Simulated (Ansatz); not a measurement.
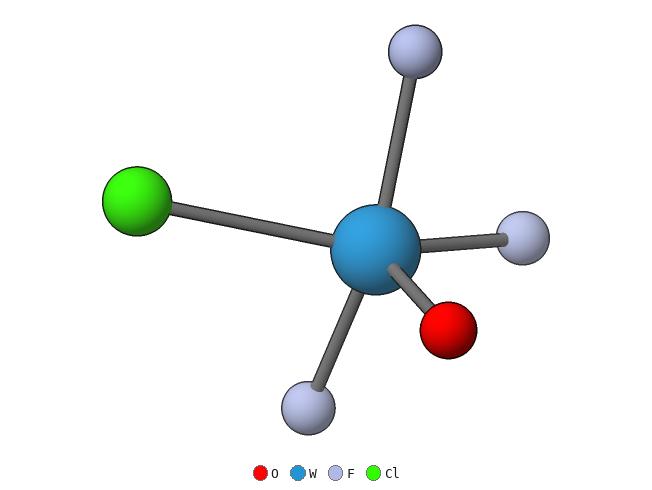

A metal compound. The species is neutral and a spin singlet. The computed structure is the end point of a PBE-D4/def2-SVP optimisation. No frequency run is at hand to confirm it as a minimum.

Question. What is the coordination number of the metal, and which atoms bind to it?

Answer. W binds 5 atoms: 1 O at 1.70 Å, 3 F at 1.87 Å, 1 Cl at 2.30 Å. The arrangement is square pyramidal.

Question. What are the formal oxidation state of the metal and its number of d electrons?

Answer. W(VI), d⁰, counting the ligands as closed-shell ions or neutral donors.
